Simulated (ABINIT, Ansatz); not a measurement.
# Quasiparticle gap of GaN (P6_3mc) in ABINIT

Wanted: ground state, empty states, screening and self-energy for GaN (P6_3mc).

Calculated with ABINIT 10.8.3; LDA and many-body steps on it, plane waves.

The database entry behind the starting cell differs from later determinations by our own check (about 0.3 % short, ideal inner coordinate), so it need not match the best structure at ambient conditions.

### 1. The structure

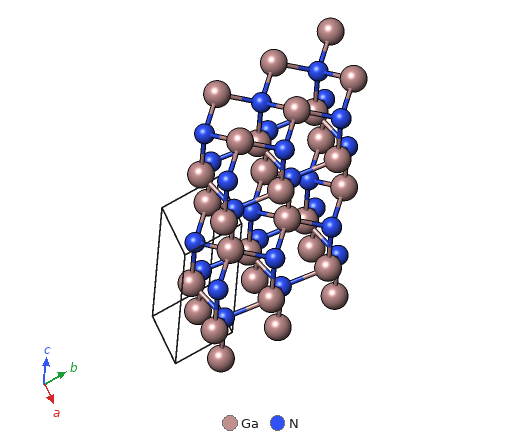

The starting structure, seen from a free direction (gallium pink, nitrogen blue). 2×3×2 cells are drawn. Some periodic images of atoms are drawn too.

The cell and positions come from the Crystallography Open Database and are kept as given unless a step says otherwise.

### 2. Ground state

This step: ABINIT 10.8.3; DFT, LDA, plane waves, norm-conserving pseudopotentials.

The ground-state density comes first.

The input, run.abi:

```
acell 3*1.0 Angstrom
rprim 
  3.179999999980 0.000000000005 0.000000000000
  -1.589999999994 2.753960784015 0.000000000000
  0.000000000000 0.000000000000 5.166000000000
ntypat 2
znucl 31 7
natom 4
typat 1 1 2 2
xred 
  0.333333333333 0.666666666667 0.000000000000
  0.666666666667 0.333333333333 0.500000000000
  0.333333333333 0.666666666667 0.375000000000
  0.666666666667 0.333333333333 0.875000000000
pp_dirpath "pseudos"
pseudos "Ga.upf, N.upf"
ecut 36
ngkpt 6 6 4
nshiftk 1
shiftk 0 0 0
kptopt 1
chksymbreak 0
nband 24
occopt 1
tolvrs 1e-10
nstep 60
prtwf 0
optforces 0
optstress 0
indata_prefix "in"
outdata_prefix "out"
tmpdata_prefix "tmp"
```

On the command line:

```sh
OMP_NUM_THREADS=1 mpirun -n 4 abinit run.abi > log
```

Numbers of over 12 decimals in the logs are rounded to 6 here.

The log of the run:

```text
.Version 10.8.3 of ABINIT. v10.8.2 released Aug 2026.

 Symmetries : space group P6_3 m c (#186); Bravais hP (primitive hexag.)
================================================================================
 Values of the parameters that define the memory need of the present run
     intxc =       0    ionmov =       0      iscf =       7    lmnmax =       6
     lnmax =       6     mgfft =      54  mpssoang =       3    mqgrid =    3001
     natom =       4  nloc_mem =       1    nspden =       1   nspinor =       1
    nsppol =       1      nsym =      12    n1xccc =    2501    ntypat =       2
    occopt =       1   xclevel =       1
-    mband =          24        mffmem =           1         mkmem =           6
       mpw =        3162          nfft =       69984          nkpt =          21
================================================================================
  Rough estimation (10% accuracy) of disk space for files :
================================================================================

--------------------------------------------------------------------------------
------------- Echo of variables that govern the present computation ------------
--------------------------------------------------------------------------------
 -outvars: echo values of preprocessed input variables --------
            acell      1.8897261259E+00  1.8897261259E+00  1.8897261259E+00 Bohr

      chksymbreak           0
             ecut      3.60000000E+01 Hartree
-          fftalg         312

              ixc       -1012
              kpt      0.00000000E+00  0.00000000E+00  0.00000000E+00
                       1.66666667E-01  0.00000000E+00  0.00000000E+00
                       3.33333333E-01  0.00000000E+00  0.00000000E+00
                       5.00000000E-01  0.00000000E+00  0.00000000E+00
                       1.66666667E-01  1.66666667E-01  0.00000000E+00
                       3.33333333E-01  1.66666667E-01  0.00000000E+00
                       3.33333333E-01  3.33333333E-01  0.00000000E+00
                       0.00000000E+00  0.00000000E+00  2.50000000E-01
                       1.66666667E-01  0.00000000E+00  2.50000000E-01
   [... 10 further rows ...]
                       3.33333333E-01  1.66666667E-01  5.00000000E-01
                       3.33333333E-01  3.33333333E-01  5.00000000E-01
         kptrlatt        6    0    0      0    6    0      0    0    4
          kptrlen      3.60559745E+01
P           mkmem           6
            natom           4
            nband          24
            ngfft          36      36      54
             nkpt          21
            nstep          60
             nsym          12
           ntypat           2
              occ      2.000000  2.000000  2.000000  2.000000  2.000000  2.000000
                       2.000000  2.000000  2.000000  2.000000  2.000000  2.000000
                       2.000000  2.000000  2.000000  2.000000  2.000000  2.000000
                       0.000000  0.000000  0.000000  0.000000  0.000000  0.000000
        optforces           0
        optstress           0
            prtwf           0
            rprim      3.1800000000E+00  5.0000000000E-12  0.0000000000E+00
[...]
spgroup         186

           tolvrs      1.00000000E-10

             xred      3.3333333333E-01  6.6666666667E-01  1.1102230246E-16
[...]
znucl       31.00000    7.00000

================================================================================

 chkinp: Checking input parameters for consistency.

================================================================================
== DATASET  1 ==================================================================
-   mpi_nproc: 4, omp_nthreads: 1 (-1 if OMP is not activated)

--- !DatasetInfo
iteration_state: {dtset: 1, }
dimensions: {natom: 4, nkpt: 21, mband: 24, nsppol: 1, nspinor: 1, nspden: 1, mpw: 3162, }
cutoff_energies: {ecut:  36.0, pawecutdg:  -1.0, }
electrons: {nelect:   3.60000000E+01, charge:   0.00000000E+00, occopt:   1.00000000E+00, tsmear:   1.00000000E-02, }

 Real(R)+Recip(G) space primitive vectors, cartesian coordinates (Bohr,Bohr^-1):
 R(1)=  6.0093291  0.0000000  0.0000000  G(1)=  0.1664079  0.0960757  0.0000000
 R(2)= -3.0046645  5.2042316  0.0000000  G(2)=  0.0000000  0.1921513  0.0000000
 R(3)=  0.0000000  0.0000000  9.7623252  G(3)=  0.0000000  0.0000000  0.1024346
 Unit cell volume ucvol=  3.0530638E+02 bohr^3
 Angles (23,13,12)=  9.00000000E+01  9.00000000E+01  1.20000000E+02 degrees

 getcut: wavevector=  0.0000  0.0000  0.0000  ngfft=  36  36  54
         ecut(hartree)=     36.000   => boxcut(ratio)=   2.04797

--- Pseudopotential description ------------------------------------------------
- Ga Generated using ONCVPSP code by D. R. Hamann
- 31.00000  13.00000  180309                  znucl, zion, pspdat
12 -1012 2 -1 1858                            pspcod,pspxc,lmax,lloc,mmax
     nproj     2     2     2
  pspatm : epsatm=   24.58383104
         --- l  ekb(1:nproj) -->
[...]
pspatm: atomic psp has been read  and splines computed

- N Generated using ONCVPSP code by D. R. Hamann
-  7.00000   5.00000  180309                  znucl, zion, pspdat
12 -1012 1 -1 1058                            pspcod,pspxc,lmax,lloc,mmax
     nproj     2     2     0
  pspatm : epsatm=    5.30777321
         --- l  ekb(1:nproj) -->
[...]
pspatm: atomic psp has been read  and splines computed

   2.15219551E+03                                ecore*ucvol(ha*bohr**3)
--------------------------------------------------------------------------------

_setup2: Arith. and geom. avg. npw (full set) are    3150.063    3150.043

================================================================================

--- !BeginCycle
iteration_state: {dtset: 1, }
solver: {iscf: 7, nstep: 60, nline: 4, wfoptalg: 0, }
tolerances: {tolvrs: 1.00E-10, }

     iter   Etot(hartree)      deltaE(h)  residm     vres2
 ETOT  1  -171.96012310966    -1.720E+02 5.772E-01 1.162E+03
 ETOT  2  -173.20299610072    -1.243E+00 5.562E-02 1.275E+03
 ETOT  3  -173.54568905024    -3.427E-01 2.642E-02 8.575E+00
 ETOT  4  -173.54738253970    -1.693E-03 6.167E-03 3.817E+00
 ETOT  5  -173.54776726398    -3.847E-04 1.645E-03 6.788E-01
 ETOT  6  -173.54796959254    -2.023E-04 7.035E-04 1.909E-02
 ETOT  7  -173.54797445999    -4.867E-06 1.250E-04 6.819E-04
 ETOT  8  -173.54797461186    -1.519E-07 1.061E-04 3.228E-05
 ETOT  9  -173.54797461742    -5.567E-09 5.834E-05 4.522E-06
 ETOT 10  -173.54797461863    -1.210E-09 3.256E-05 1.131E-07
 ETOT 11  -173.54797461868    -4.218E-11 2.724E-05 3.948E-09
 ETOT 12  -173.54797461867     2.444E-12 3.010E-05 1.144E-12

 At SCF step   12       vres2   =  1.14E-12 < tolvrs=  1.00E-10 =>converged.

--- !ResultsGS
iteration_state: {dtset: 1, }
comment   : Summary of ground state results
lattice_vectors:
- [  6.0093291,   0.0000000,   0.0000000, ]
- [ -3.0046645,   5.2042316,   0.0000000, ]
- [  0.0000000,   0.0000000,   9.7623252, ]
lattice_lengths: [   6.00933,    6.00933,    9.76233, ]
lattice_angles: [ 90.000,  90.000, 120.000, ] # degrees, (23, 13, 12)
lattice_volume:   3.0530638E+02
convergence: {deltae:  2.444E-12, res2:  1.144E-12, residm:  3.010E-05, diffor:  0.000E+00, }
etotal    :  -1.73547975E+02
entropy   :   0.00000000E+00
fermie    :   1.87750445E-01
cartesian_stress_tensor: null
pressure_GPa: null
xred      :
- [  3.3333E-01,   6.6667E-01,   1.1102E-16, Ga]
- [  6.6667E-01,   3.3333E-01,   5.0000E-01, Ga]
- [  3.3333E-01,   6.6667E-01,   3.7500E-01,  N]
- [  6.6667E-01,   3.3333E-01,   8.7500E-01,  N]
cartesian_forces: null
force_length_stats: {min: null, max: null, mean: null, }

 Integrated electronic density in atomic spheres:
 ------------------------------------------------
 Atom  Sphere_radius  Integrated_density
[...]
4        2.00000          5.24219982
================================================================================

 ----iterations are completed or convergence reached----

 Mean square residual over all n,k,spin=   10.912E-08; max=  30.105E-06
 reduced coordinates (array xred) for    4 atoms
       0.333333333333      0.666666666667      0.000000000000
       0.666666666667      0.333333333333      0.500000000000
       0.333333333333      0.666666666667      0.375000000000
       0.666666666667      0.333333333333      0.875000000000
 rms dE/dt=  0.0000E+00; max dE/dt=  0.0000E+00; dE/dt below (all hartree)
    1       0.000000000000      0.000000000000      0.000000000000
    2       0.000000000000      0.000000000000      0.000000000000
    3       0.000000000000      0.000000000000      0.000000000000
    4       0.000000000000      0.000000000000      0.000000000000

 cartesian coordinates (angstrom) at end:
    1     -2.67e-12     1.835974     0.000000
    2      1.590000     0.917987     2.583000
    3     -2.67e-12     1.835974     1.937250
    4      1.590000     0.917987     4.520250
 length scales=  1.889726125908  1.889726125908  1.889726125908 bohr
              =  1.000000000000  1.000000000000  1.000000000000 angstroms
 prteigrs : about to open file out_EIG
 Fermi (or HOMO) energy (hartree) =   0.18775   Average Vxc (hartree)=  -0.45057
 Eigenvalues (hartree) for nkpt=  21  k points:
 kpt#   1, nband= 24, wtk=  0.00694, kpt=  0.0000  0.0000  0.0000 (reduced coord)
  -0.39742   -0.36596   -0.31440   -0.31362   -0.31362   -0.31133   -0.31133   -0.30447
  -0.30447   -0.30074   -0.30074   -0.24810   -0.07755    0.14831    0.14831    0.18539
   0.18775    0.18775    0.26158    0.34298    0.52263    0.54692    0.54692    0.58068
 prteigrs : prtvol=0 or 1, do not print more k-points.

--- !EnergyTerms
iteration_state     : {dtset: 1, }
comment             : Components of total free energy in Hartree
kinetic             :  1.39935152434807E+02
hartree             :  4.34553628425548E+01
xc                  : -4.73416863323687E+01
Ewald energy        : -1.17003474104350E+02
psp_core            :  7.04929758482770E+00
local_psp           : -1.20971756833105E+02
non_local_psp       : -7.86708702110393E+01
total_energy        : -1.73547974618673E+02
total_energy_eV     : -4.72248096955642E+03
band_energy         : -6.57223361022334E+00

== END DATASET(S) ==============================================================
================================================================================

 -outvars: echo values of variables after computation  --------
           etotal     -1.7354797462E+02
            nband          24
             nkpt          21
          spgroup         186
 [... the other variables as echoed above ...]

 Calculation completed.
```

Elapsed: 17 s, on 4 MPI ranks of Arm Neoverse V2, shared host; peak memory 0.3 GiB; 66 s of CPU time.

Numbers from this step:

| Item | Value |
| --- | --- |
| total energy | -4722.4810 eV |
| gap | 2.009 eV |
| k of the valence top | 0, 0, 0 |
| k of the conduction bottom | 0, 0, 0 |
| least direct gap | 2.009 eV |

The gap is direct, at Γ.

(Continued in part 2 of 3.)

[Paths, hosts, dates, memory and timing lines, banners, echoed tables and standing remarks are left out of the program output.]

[Logs are printed without paths, hosts, clocks, repeated set-up lines and the standing remarks that a program may print on its own settings, such as how far it seeks lower states.]

[Runs of the session that timed out or met a known fault of the program may be left out.]

[Hosts, paths, dates, database ids (printed as entryN), source tags and the programs' standing remarks are cut or masked in the printed files.]

[G0W0 gaps are taken among the corrected bands and points alone; a level outside them can change the order at an edge.]

[Where Ansatz stands beside ABINIT at settings called matched, ABINIT's density can come from a denser mesh and the files from another edition; pairs whose starting gaps differed by over 0.03 eV were left out, so agreement reads better than it is.]
